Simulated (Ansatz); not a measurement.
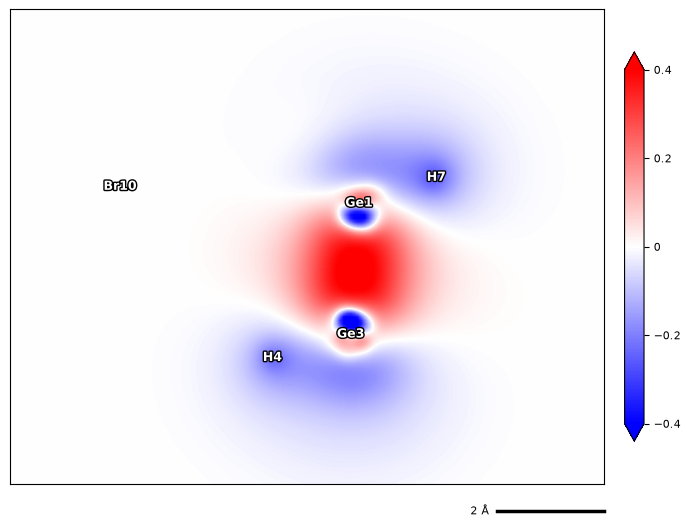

Figure 1: Ge2H6O···HBr. The HOMO on the plane of atoms Ge1, Ge3 and H4 (values in Å⁻³ᐟ²; the overall sign is arbitrary).

These are results of RHF/def2-SVP in Ansatz 0.2.0, not measurements.

Input file:

```
crystal:
  periodic: [false, false, false]
  atoms:
    - { symbol: Ge, position_ang: [-0.036941, 0.165171, -0.00917] }
    - { symbol: H, position_ang: [0.014151, 0.187801, 1.538236] }
    - { symbol: Ge, position_ang: [2.235911, 0.113423, -0.968164] }
    - { symbol: H, position_ang: [2.657218, -1.321027, -1.299041] }
    - { symbol: H, position_ang: [2.268591, 0.954876, -2.251641] }
    - { symbol: H, position_ang: [3.233512, 0.714837, 0.033402] }
    - { symbol: H, position_ang: [-0.811333, 1.4001, -0.480013] }
    - { symbol: O, position_ang: [-1.033162, -1.202098, -0.528653] }
    - { symbol: H, position_ang: [-0.803786, -2.053583, -0.187407] }
    - { symbol: Br, position_ang: [1.242194, -2.629971, 1.885483] }
    - { symbol: H, position_ang: [0.635545, -1.361229, 2.374369] }
basis:
  gaussian: { orbitals: def2-SVP }
hamiltonian:
  xc: hf
relax:
  f_tol: 0.03
  max_steps: 50
output:
  orbitals: {}
```

Run with:

```sh
ansatz run input.yaml --threads 4 --pin off --max-ram 5120MiB --backend cpu --events-out ev --progress --plain --runs-dir out
```

The fields are those of the run's last geometry, not of the input's.

What is the character of this orbital?

Answer. It lies mainly on Ge3 (about 35 %), Ge1 (about 30 %), O8 (about 10 %) and H2 (about 5 %). Its energy is −10.36 eV.
